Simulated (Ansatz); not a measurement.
**Response to strain in W**

Start from W in the bcc (W type) structure (space group Im-3m, No. 229; a = 3.1353 Å; relaxed with 0.1 eV smearing). Axes: x, y, z lie along the cube axes.

Strains are applied to the cell and any free atomic positions relax.

Method: LDA in Ansatz (plane waves to 420 eV, PAW, scalar-relativistic without spin-orbit coupling).

Notes on the quantities. energy relative to the base: free energy F.

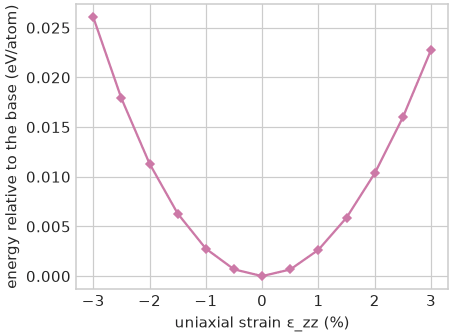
*Energy relative to the base against uniaxial strain ε_zz*

From the plot, what is the energy relative to the base for uniaxial strain ε_zz = −0.50 %?

About 0.001 eV/atom.

Is the trend monotonic over the range shown?

No, it turns within the range, spanning 0 meV/atom to +26 meV/atom.

No phonon test of stability was made. All final runs are without spin polarisation.

Ansatz is a program for electronic structure.
